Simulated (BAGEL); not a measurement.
# [BPNH6]− (SMILES N[BH2-]P): HF/def2-SVPD (density fitting with qzvpp-jkfit)

Aim: the vertical singlet–triplet gap of [BPNH6]− at HF/def2-SVPD (density fitting with qzvpp-jkfit), from 2 runs. 

Program for the calculation: BAGEL 1.2.2.

1 further run of the same task is left out (it didn't finish). Runs told in other sessions of the task aren't counted.

## Step 1: Starting point

The species is [BPNH6]− (9 atoms), meant as a singlet with charge -1. As SMILES, `N[BH2-]P`. The coordinates come from a GFN2-xTB relaxation. This is one conformer, not always the lowest.

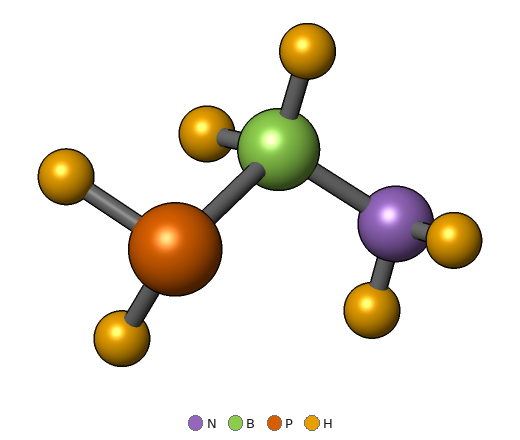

The structure, seen from a chosen angle (nitrogen purple, boron green, phosphorus orange, hydrogen amber).

## Step 2: The energy at HF/def2-SVPD (density fitting with qzvpp-jkfit)

Contents of job.json:

```json
{ "bagel": [

{
  "title": "molecule",
  "basis": "def2-svpd.json",
  "df_basis": "qzvpp-jkfit",
  "angstrom": "true",
  "geometry": [
    { "atom": "N", "xyz": [    0.001820,    0.523030,   -1.451820 ] },
    { "atom": "B", "xyz": [   -0.511580,    0.449040,   -0.023200 ] },
    { "atom": "P", "xyz": [    0.881220,   -0.486430,    1.212320 ] },
    { "atom": "H", "xyz": [    0.205330,   -0.401390,   -1.818930 ] },
    { "atom": "H", "xyz": [    0.867790,    1.049380,   -1.503750 ] },
    { "atom": "H", "xyz": [   -1.514910,   -0.219340,    0.049740 ] },
    { "atom": "H", "xyz": [   -0.643560,    1.553240,    0.451670 ] },
    { "atom": "H", "xyz": [    0.664350,   -1.784930,    0.787860 ] },
    { "atom": "H", "xyz": [    0.049540,   -0.682600,    2.296090 ] }
  ]
},
{
  "title": "hf",
  "charge": -1
},
{
  "title": "print",
  "file": "orbitals.molden",
  "orbitals": "true"
}

]}
```

The basis set def2-SVPD is read from a file made from the Basis Set Exchange's data (not shown).

Run with:

```sh
BAGEL_NUM_THREADS=1 BAGEL job.json > job.out
```

The log of the run:

```text
* using 1 threads per process

  ===============================================================
  ===============================================================

  *** Geometry ***

  { "atom" : "N", "xyz" : [      0.003439,      0.988383,     -2.743542 ] },
  { "atom" : "B", "xyz" : [     -0.966746,      0.848563,     -0.043842 ] },
  { "atom" : "P", "xyz" : [      1.665264,     -0.919219,      2.290953 ] },
  { "atom" : "H", "xyz" : [      0.388017,     -0.758517,     -3.437280 ] },
  { "atom" : "H", "xyz" : [      1.639885,      1.983041,     -2.841676 ] },
  { "atom" : "H", "xyz" : [     -2.862765,     -0.414493,      0.093995 ] },
  { "atom" : "H", "xyz" : [     -1.216152,      2.935198,      0.853533 ] },
  { "atom" : "H", "xyz" : [      1.255440,     -3.373029,      1.488840 ] },
  { "atom" : "H", "xyz" : [      0.093617,     -1.289927,      4.338981 ] },

  Number of auxiliary basis functions:      388

  Since a DF basis is specified, we compute 2- and 3-index integrals:
    o Being stored without compression. Storage requirement is 0.039 GB

  Number of basis functions:      112
  Number of electrons      :       33

    * METHOD: MOLECULE                             0.18

  *** RHF ***

  === Nuclear Repulsion ===
    96.8366284206

      * DIIS with orbital gradients will be used.

  === RHF iteration (def2-svpd.json) ===
      0       -422.96643442          0.02106882           0.06
      1       -423.12893256          0.01431220           0.06
      2       -423.21358482          0.00169764           0.06
      3       -423.21630913          0.00047533           0.06
      4       -423.21651007          0.00015304           0.06
      5       -423.21653574          0.00003214           0.06
      6       -423.21653720          0.00000722           0.06
      7       -423.21653726          0.00000233           0.06
      8       -423.21653727          0.00000081           0.06
      9       -423.21653727          0.00000030           0.06
     10       -423.21653727          0.00000012           0.06
     11       -423.21653727          0.00000004           0.06
     12       -423.21653727          0.00000001           0.06
     13       -423.21653727          0.00000000           0.06
    * SCF iteration converged.

    * Permanent dipole moment:
           (   -0.688966,     0.547123,     0.125293) a.u.

    * METHOD: HF                                   0.97

    * METHOD: PRINT                                0.03

  ===============================================================
```

Wall time 1.3 s (1 thread of Arm Neoverse V1, shared host); peak memory 0.12 GiB.

## Step 3: The triplet, same level

Contents of job.json:

```json
{ "bagel" : [

{
  "title" : "molecule",
  "basis" : "def2-svpd.json",
  "df_basis" : "qzvpp-jkfit",
  "angstrom" : true,
  "geometry" : [
    { "atom" : "N", "xyz" : [       0.001820,       0.523030,      -1.451820 ] },
    { "atom" : "B", "xyz" : [      -0.511580,       0.449040,      -0.023200 ] },
    { "atom" : "P", "xyz" : [       0.881220,      -0.486430,       1.212320 ] },
    { "atom" : "H", "xyz" : [       0.205330,      -0.401390,      -1.818930 ] },
    { "atom" : "H", "xyz" : [       0.867790,       1.049380,      -1.503750 ] },
    { "atom" : "H", "xyz" : [      -1.514910,      -0.219340,       0.049740 ] },
    { "atom" : "H", "xyz" : [      -0.643560,       1.553240,       0.451670 ] },
    { "atom" : "H", "xyz" : [       0.664350,      -1.784930,       0.787860 ] },
    { "atom" : "H", "xyz" : [       0.049540,      -0.682600,       2.296090 ] }
  ]
},

{
  "title" : "uhf",
  "charge" : -1,
  "nopen" : 2
},

{
  "title" : "print",
  "file" : "orbitals.molden",
  "orbitals" : true
}

]}
```

The basis set def2-SVPD is read from a file made from the Basis Set Exchange's data (not shown).

Run with:

```sh
BAGEL_NUM_THREADS=1 BAGEL job.json > job.out
```

The log of the run:

```text
* using 1 threads per process

  ===============================================================
  ===============================================================

  *** Geometry ***

  { "atom" : "N", "xyz" : [      0.003439,      0.988383,     -2.743542 ] },
  { "atom" : "B", "xyz" : [     -0.966746,      0.848563,     -0.043842 ] },
  { "atom" : "P", "xyz" : [      1.665264,     -0.919219,      2.290953 ] },
  { "atom" : "H", "xyz" : [      0.388017,     -0.758517,     -3.437280 ] },
  { "atom" : "H", "xyz" : [      1.639885,      1.983041,     -2.841676 ] },
  { "atom" : "H", "xyz" : [     -2.862765,     -0.414493,      0.093995 ] },
  { "atom" : "H", "xyz" : [     -1.216152,      2.935198,      0.853533 ] },
  { "atom" : "H", "xyz" : [      1.255440,     -3.373029,      1.488840 ] },
  { "atom" : "H", "xyz" : [      0.093617,     -1.289927,      4.338981 ] },

  Number of auxiliary basis functions:      388

  Since a DF basis is specified, we compute 2- and 3-index integrals:
    o Being stored without compression. Storage requirement is 0.039 GB

  Number of basis functions:      112
  Number of electrons      :       33

    * METHOD: MOLECULE                             0.18

  *** Open-shell HF ***

  === Nuclear Repulsion ===
    96.8366284206

      * DIIS with orbital gradients will be used.

  === UHF iteration (def2-svpd.json) ===
      0       -422.68262574          0.04407338           0.12
      1       -422.72257678          0.05124157           0.12
      2       -422.80754883          0.04091757           0.12
      3       -423.05358009          0.00340104           0.12
      4       -423.06183354          0.00175146           0.12
      5       -423.06436730          0.00110440           0.12
      6       -423.06669085          0.00064567           0.12
      7       -423.06765855          0.00030957           0.12
      8       -423.06794488          0.00018767           0.12
      9       -423.06807107          0.00015978           0.12
[... 20 lines of this table left out ...]
     30       -423.06849646          0.00000002           0.12
     31       -423.06849646          0.00000001           0.12
     32       -423.06849646          0.00000001           0.12
     33       -423.06849646          0.00000001           0.12
    * SCF iteration converged.

    * S^2 (UHF) is 2.0278

    * Permanent dipole moment:
           (   -1.848593,     1.171977,    -0.796437) a.u.

    * METHOD: UHF                                  4.26

    * METHOD: PRINT                                0.03

  ===============================================================
```

Run time: 4.8 s. Hardware: 1 thread of Arm Neoverse V1, shared host; peak memory 0.12 GiB.

## Step 4: What came out

At HF/def2-SVPD (density fitting with qzvpp-jkfit):

```
                                                      quantity          value
                                         singlet: total energy  -423.21654 Eh
                                          singlet: HOMO energy       -3.07 eV
                                          singlet: LUMO energy        6.11 eV
singlet: HOMO–LUMO gap (to an unbound level, set by the basis)        9.18 eV
                                         triplet: total energy  -423.06850 Eh
                                                 triplet: ⟨S²⟩          2.028
              vertical energy of the triplet above the singlet       4.028 eV
```

What this shows: At this shape the triplet lies 4.03 eV (389 kJ/mol) above the singlet. For an anion a state so high probably lies above electron detachment.
